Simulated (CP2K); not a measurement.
# MNDOD run of C2H4FNSi (SMILES FC1C=N[SiH2]1)

Aim: the vertical electron affinity of C2H4FNSi at MNDOD, from 2 runs. 

Program for the calculation: CP2K 2026.2.

7 further runs of the same task are left out: 2 that didn't finish, 5 set aside as unsound or not needed.

## (1) The system as given

C2H4FNSi: 9 atoms, total charge 0, spin state singlet. SMILES: `FC1C=N[SiH2]1`. The coordinates come from a GFN2-xTB relaxation.

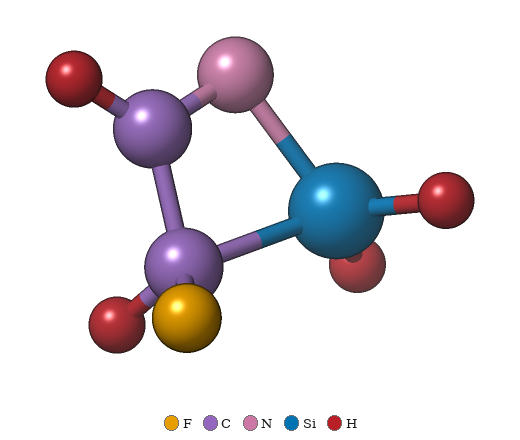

The structure, seen from a chosen angle (fluorine amber, carbon purple, nitrogen pink, silicon blue, hydrogen red).

## (2) Energy and gradient at MNDOD

Input file job.inp:

```
&GLOBAL
   PROJECT_NAME job
   RUN_TYPE ENERGY_FORCE
   PRINT_LEVEL MEDIUM
&END GLOBAL
&FORCE_EVAL
   METHOD QUICKSTEP
   &DFT
      CHARGE 0
      MULTIPLICITY 1
      &QS
         METHOD MNDOD
         EPS_DEFAULT 1.0E-10
         &SE
            &COULOMB
               CUTOFF [angstrom] 50
               RC_RANGE [angstrom] 0
            &END COULOMB
            &EXCHANGE
               CUTOFF [angstrom] 50
               RC_RANGE [angstrom] 0
            &END EXCHANGE
         &END SE
      &END QS
      &POISSON
         PERIODIC NONE
         POISSON_SOLVER ANALYTIC
      &END POISSON
      &SCF
         SCF_GUESS ATOMIC
         EPS_SCF 1.0E-07
         MAX_SCF 50
         &OT ON
            MINIMIZER DIIS
            PRECONDITIONER FULL_ALL
         &END OT
         &OUTER_SCF
            EPS_SCF 1.0E-07
            MAX_SCF 8
         &END OUTER_SCF
      &END SCF
      &PRINT
         &MOMENTS
            PERIODIC F
            REFERENCE COM
            MAX_MOMENT 1
         &END MOMENTS
         &MO_CUBES
            NLUMO 5
            NHOMO -1
            WRITE_CUBE F
         &END MO_CUBES
         &HIRSHFELD OFF
         &END HIRSHFELD
      &END PRINT
   &END DFT
   &SUBSYS
      &CELL
         ABC [angstrom] 18.9 19.6 19.3
         PERIODIC NONE
      &END CELL
      &COORD
         UNIT bohr
         F     -2.8959486     2.0477261     1.5491786
         C     -0.9177266     1.3832606    -0.0139084
         C      1.5916785     1.0569805     1.2456508
         N      2.5305323    -1.0551475     0.5470946
         Si    -0.2612357    -2.0977094    -1.0440548
         H     -0.8416651     2.8114400    -1.5074156
         H      2.5308157     2.3409738     2.5282457
         H     -0.0740584    -2.5606545    -3.7432073
         H     -1.6623732    -3.9268887     0.4384165
      &END COORD
      &TOPOLOGY
         &CENTER_COORDINATES
         &END CENTER_COORDINATES
      &END TOPOLOGY
   &END SUBSYS
   &PRINT
      &FORCES ON
      &END FORCES
   &END PRINT
&END FORCE_EVAL
```

Command:

```
$ OMP_NUM_THREADS=1 cp2k.psmp -i job.inp -o job.out
```

Output:

```text
CP2K| version string:                                       CP2K version 2026.2
[...]
 GLOBAL| Method name                                                        CP2K
[...]
 GLOBAL| Run type                                                   ENERGY_FORCE
[...]
                             - Atoms:                                          9
[...]
                             - Spherical basis functions:                     29
[...]
 Number of electrons:                                                         28
[...]
     1 OT DIIS     0.15E+00    0.0     0.38671790       -33.2176542713 -3.32E+01
[...]
     9 OT DIIS     0.15E+00    0.0     0.00000007       -39.8361734807 -8.60E-12
  *** SCF run converged in     9 steps ***
  Core-core repulsion energy [eV]:                           1991.95120370444101
  Core Hamiltonian energy [eV]:                             -1759.53082989987365
  Two-electron integral energy [eV]:                        -2632.83556352987944
  Electronic energy [eV]:                                   -3075.94861166481314
  Total energy [eV]:                                        -1083.99740796037236
  Atomic reference energy [eV]:                              1083.96606023407071
  Heat of formation [kcal/mol]:                                -0.72289579907324
[...]
 SE_DIPOLE| Moment [Debye]         -0.14335631      -0.45987744       1.20567838
 SE_DIPOLE| Derivative [a.u.]       0.00000000       0.00000000       0.00000000
 *** WARNING in qs_scf_post_se.F:140 :: Printing of MO cube files not ***
 *** implemented for Semi-Empirical method.                           ***
 ENERGY| Total FORCE_EVAL ( QS ) energy [hartree]            -39.836173480725179
 FORCES| Atomic forces [hartree/bohr]
 FORCES|   Atom     x               y               z               |f|
 FORCES|      1  1.86620131E-02 -1.42595417E-02 -1.60900556E-02   2.84691965E-02
 FORCES|      2 -7.55662087E-02  2.09827653E-02  1.52781061E-02   7.98996174E-02
 FORCES|      3  2.76941562E-02  4.31021582E-02  3.88719498E-02   6.43101143E-02
 FORCES|      4  5.24449420E-02 -5.22574297E-02 -2.34580323E-03   7.40730295E-02
 FORCES|      5 -2.97634473E-02 -2.98857274E-02 -2.26520766E-02   4.78762579E-02
 FORCES|      6  2.17739569E-03  1.41570749E-02 -2.09816707E-02   2.54046123E-02
 FORCES|      7  3.23916614E-03  1.18109624E-02  5.43702518E-03   1.33997116E-02
 FORCES|      8 -5.16786250E-03 -8.16624919E-04  1.85794240E-02   1.93020381E-02
 FORCES|      9  6.27984539E-03  7.16636292E-03 -1.60968990E-02   1.87057043E-02
 FORCES| Sum    -2.53269627E-16  4.44089210E-16  6.10622664E-16
 FORCES| Total atomic force                                       7.96379789E-16
[...]
```

It took 1.1 s on 1 thread of Arm Neoverse N1, shared host; peak memory 0.14 GiB.

## (3) The doublet anion at the same level

Input file calc.inp:

```
&GLOBAL
   PROJECT_NAME calc
   RUN_TYPE ENERGY_FORCE
   PRINT_LEVEL MEDIUM
&END

&FORCE_EVAL
   METHOD QUICKSTEP
   &DFT
      CHARGE -1
      MULTIPLICITY 2
      LSD T
      # Quickstep
      &QS
         METHOD MNDOD
         EPS_DEFAULT 1.0E-10
         &SE
            &COULOMB
               CUTOFF [angstrom] 50
               RC_RANGE [angstrom] 0
            &END
            &EXCHANGE
               CUTOFF [angstrom] 50
               RC_RANGE [angstrom] 0
            &END
         &END
      &END
      &POISSON
         PERIODIC NONE
         POISSON_SOLVER ANALYTIC
      &END
      # SCF settings
      &SCF
         SCF_GUESS ATOMIC
         EPS_SCF 1.0E-07
         MAX_SCF 30
         &OT
            MINIMIZER DIIS
            PRECONDITIONER FULL_ALL
         &END
         &OUTER_SCF
            EPS_SCF 1.0E-07
            MAX_SCF 10
         &END
      &END
      &PRINT
         &MOMENTS
            PERIODIC F
            REFERENCE COM
            MAX_MOMENT 1
         &END
         &MO_CUBES
            NLUMO 5
            NHOMO -1
            WRITE_CUBE F
         &END
         &HIRSHFELD OFF
         &END
      &END
   &END
   &SUBSYS
      &CELL
         ABC 18.9 19.6 19.3
         PERIODIC NONE
      &END
      &COORD
         UNIT bohr
         F     -2.8959486     2.0477261     1.5491786
         C     -0.9177266     1.3832606    -0.0139084
         C      1.5916785     1.0569805     1.2456508
         N      2.5305323    -1.0551475     0.5470946
         Si    -0.2612357    -2.0977094    -1.0440548
         H     -0.8416651     2.8114400    -1.5074156
         H      2.5308157     2.3409738     2.5282457
         H     -0.0740584    -2.5606545    -3.7432073
         H     -1.6623732    -3.9268887     0.4384165
      &END
      &TOPOLOGY
         &CENTER_COORDINATES
         &END
      &END
   &END
   # extra output
   &PRINT
      &FORCES ON
      &END
   &END
&END
```

Command:

```
$ OMP_NUM_THREADS=1 cp2k.psmp -i calc.inp > calc.out 2>&1
```

Output:

```text
CP2K| version string:                                       CP2K version 2026.2
[...]
 GLOBAL| Method name                                                        CP2K
[...]
 GLOBAL| Run type                                                   ENERGY_FORCE
[...]
                             - Atoms:                                          9
[...]
                             - Spherical basis functions:                     29
[...]
 Number of electrons:                                                         15
[...]
     1 OT DIIS     0.15E+00    0.0     0.19247353       -33.3937969390 -3.34E+01
[...]
    20 OT DIIS     0.15E+00    0.0     0.00000008       -39.8580200443 -4.17E-12
  *** SCF run converged in    20 steps ***
  Core-core repulsion energy [eV]:                           1991.95120370444101
  Core Hamiltonian energy [eV]:                             -1793.79740393249631
  Two-electron integral energy [eV]:                        -2565.49136591891192
  Electronic energy [eV]:                                   -3076.54308689195204
  Total energy [eV]:                                        -1084.59188318751103
  Atomic reference energy [eV]:                              1083.96606023407071
  Heat of formation [kcal/mol]:                               -14.43182129554196
[...]
 SE_DIPOLE| Moment [Debye]          3.13625577      -0.59183695       1.64860260
 SE_DIPOLE| Derivative [a.u.]       0.00000000       0.00000000       0.00000000
 *** WARNING in qs_scf_post_se.F:140 :: Printing of MO cube files not ***
 *** implemented for Semi-Empirical method.                           ***
 ENERGY| Total FORCE_EVAL ( QS ) energy [hartree]            -39.858020044291784
 FORCES| Atomic forces [hartree/bohr]
 FORCES|   Atom     x               y               z               |f|
 FORCES|      1  4.53109505E-03 -8.07627636E-03 -9.92489725E-03   1.35742642E-02
 FORCES|      2 -5.48484438E-02  1.47997532E-02  1.54754596E-02   5.88801692E-02
 FORCES|      3 -3.10832265E-02  1.34827799E-01  5.77705451E-02   1.49940449E-01
 FORCES|      4  7.68805021E-02 -1.66189677E-01 -5.33224438E-02   1.90716814E-01
 FORCES|      5  2.21356433E-02  7.11744974E-03  1.79323116E-02   2.93634568E-02
 FORCES|      6 -1.15807978E-03  1.69169867E-02 -2.26734606E-02   2.83127428E-02
 FORCES|      7 -1.18097443E-03  8.34162066E-03  3.82730342E-03   9.25340950E-03
 FORCES|      8 -1.13535908E-02 -6.47200585E-03  1.05817979E-02   1.68156275E-02
 FORCES|      9 -3.92292521E-03 -1.26565051E-03 -1.96666160E-02   2.00939543E-02
 FORCES| Sum    -6.93889390E-17  7.21644966E-16  6.80011603E-16
 FORCES| Total atomic force                                       9.93982928E-16
[...]
```

It took 1.7 s on 1 thread of Arm Neoverse N1, shared host; peak memory 0.14 GiB.

## (4) Results

Level: MNDOD.

```
                                                   quantity           value
                             singlet C2H4FNSi: total energy    -39.83617 Eh
                            singlet C2H4FNSi: dipole moment          1.30 D
singlet C2H4FNSi: heat of formation at this unrelaxed shape   -0.7 kcal/mol
                 singlet C2H4FNSi: largest force on an atom      4.109 eV/Å
                                doublet anion: total energy    -39.85802 Eh
   doublet anion: heat of formation at this unrelaxed shape  -14.4 kcal/mol
                    doublet anion: largest force on an atom      9.807 eV/Å
          vertical electron affinity (to the doublet anion)        0.594 eV
```

What this shows: At fixed nuclei the extra electron is bound by 0.59 eV (13.7 kcal/mol). The largest force (singlet C2H4FNSi) is 4.11 eV/Å: the shape isn't a stationary point for this species at this level. A minimal valence basis can't be trusted even for the sign of an electron affinity.
